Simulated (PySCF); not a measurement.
## A study: C$_{3}$H$_{9}$Si, doublet, SMILES `CC(C)[SiH2]`

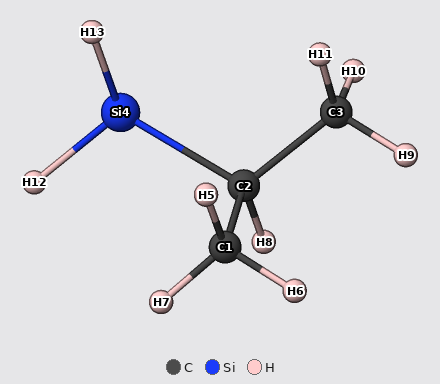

The molecule, with its atoms numbered as below. No frequency check shows the geometry to be a minimum.

Coordinates in Å:

```
C1       0.9812   -1.3143    0.1612
C2       0.4185   -0.0168   -0.4195
C3       1.2253    1.1759    0.0876
Si4     -1.4319    0.1501    0.0076
H5       0.9045   -1.3139    1.2474
H6       2.0328   -1.4300   -0.1027
H7       0.4398   -2.1789   -0.2183
H8       0.5331   -0.0638   -1.5087
H9       2.2815    1.0591   -0.1558
H10      0.8726    2.1029   -0.3602
H11      1.1381    1.2657    1.1692
H12     -2.2423   -0.9039   -0.5934
H13     -1.6642    0.2925    1.4411
```

## 1. Bonding charge

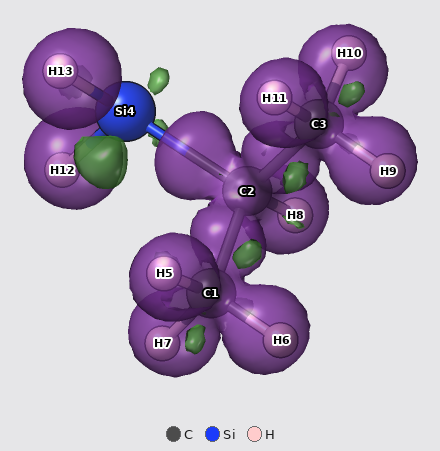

Deformation density (molecule less spherical, spin-averaged free atoms at the same positions), surfaces at ±0.09 e/Å³; purple: gain, green: loss.

Computed with PySCF, PBE0/6-311+G**, geometry: GFN2-xTB. The stability of the open-shell solution wasn't checked. GFN2-xTB doesn't know the spin state, so this open-shell geometry is rough.

How much density has each bond gained at its critical point, relative to the free atoms?

Answer. The five largest and four smallest: C3–H10: +0.69 e/Å³ at the bond critical point (bond length 1.09 Å). C1–H7: +0.69 e/Å³ at the bond critical point (bond length 1.09 Å). C1–H5: +0.68 e/Å³ at the bond critical point (bond length 1.09 Å). C3–H11: +0.68 e/Å³ at the bond critical point (bond length 1.09 Å). C3–H9: +0.68 e/Å³ at the bond critical point (bond length 1.09 Å). C1–C2: +0.43 e/Å³ at the bond critical point (bond length 1.53 Å). Si4–H12: +0.20 e/Å³ at the bond critical point (bond length 1.46 Å). Si4–H13: +0.20 e/Å³ at the bond critical point (bond length 1.46 Å). C2–Si4: +0.18 e/Å³ at the bond critical point (bond length 1.91 Å). In all, 2.8 electrons gather in the regions of gain relative to the promolecule.

Where do the Hirshfeld charges lie?

Answer. The highest Hirshfeld charge is on Si4 (+0.24 e), the lowest on C3 (−0.12 e).

## 2. Bond critical points

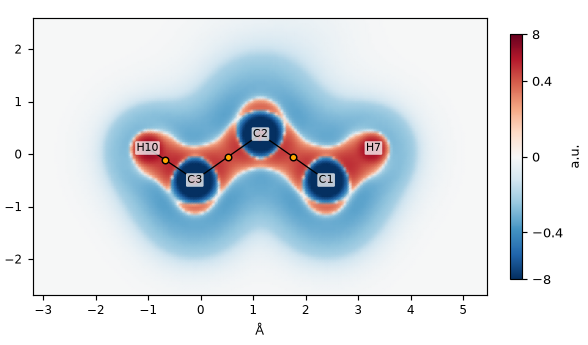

Negative Laplacian of the density (−∇²ρ) in the plane of C1, C2, C3, H7 and H10 (red positive, blue negative, colour scale in a.u., logarithmic beyond ±0.04), with bond paths and bond critical points (dots).

Sort the bonds in the plane by the sign of ∇²ρ at their critical points.

Answer. Concentrated (∇²ρ < 0): C3–H10 (−0.93 a.u.); C2–C3 (−0.53 a.u.); C1–C2 (−0.52 a.u.). At none is it depleted.

Where along C3–H10 does the critical point lie?

Answer. 0.69 Å from C3 and 0.40 Å from H10.

## 3. Local ionisation energy

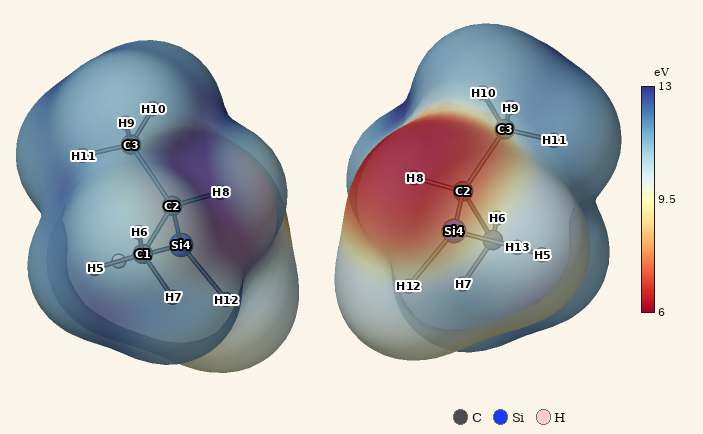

Average local ionisation energy on the surface of electron density 0.001 a.u. (back view left, front view right).

Where are the most loosely bound electrons on this surface?

Answer. The lowest value is 6.2 eV, 2.5 Å from Si4. Further minima include 8.7 eV, near H13 (2.04 Å) and H12 (2.21 Å), over Si4 (2.3 Å); 10.9 eV, 1.4 Å from H8; 11.1 eV, 1.4 Å from H9. For comparison, the highest occupied orbital lies at −5.7 eV.

## 4. Spin density

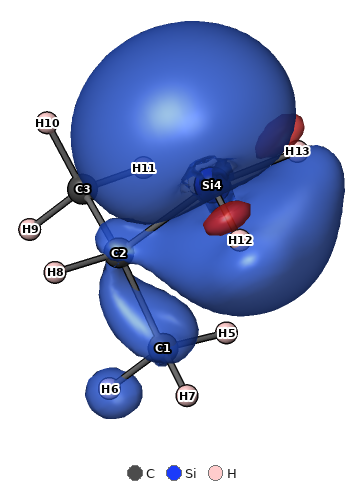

Spin density ρα − ρβ at ±0.01 e/Å³ (blue: excess α, red: excess β).

How is the spin shared among the atoms?

Answer. Hirshfeld spin populations: Si4 +0.80, H12 +0.05 and H13 +0.05. ⟨S²⟩ = 0.75, as for a pure state. The picture also shows regions of β spin from spin polarisation; the Hirshfeld sums, whose atoms overlap, net them against the α spin of neighbours.

## 5. Removing or adding an electron

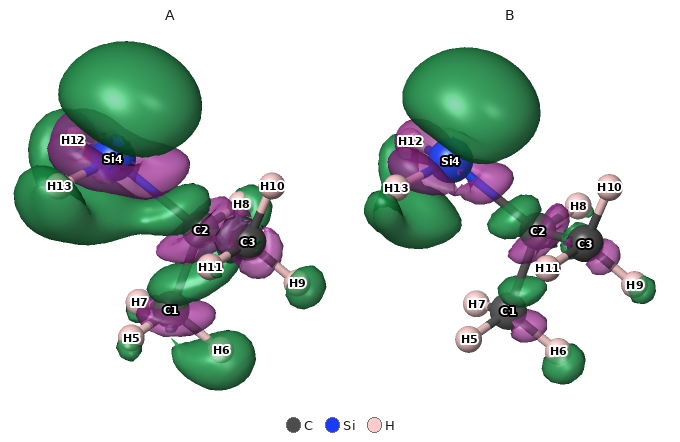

The two Fukui functions at ±0.02 e/Å³ (green positive, purple negative).

PySCF calculation, B3LYP/aug-cc-pVDZ, gas phase; geometry: GFN2-xTB. GFN2-xTB doesn't know the spin state, so this open-shell geometry is rough.

Why do the two look alike?

Answer. The electron leaves from or enters the same singly occupied orbital. A is f⁻, B is f⁺. f⁻ (Hirshfeld-condensed) is largest on Si4 (0.51); the vertical ionisation energy is 7.80 eV (to the singlet cation, which needn't be its lowest state). f⁺ (Hirshfeld-condensed) is largest on Si4 (0.52); the vertical electron affinity is 0.61 eV (to the singlet anion, which needn't be its lowest state; the anion's highest orbital has positive energy, so this value and f⁺ depend on the basis).

The PySCF runs shown took 28 s and 87 s on 1 thread of Intel(R) Xeon(R) Platinum 8259CL CPU @ 2.50GHz (Skylake/Cascade Lake), with other jobs on the host.
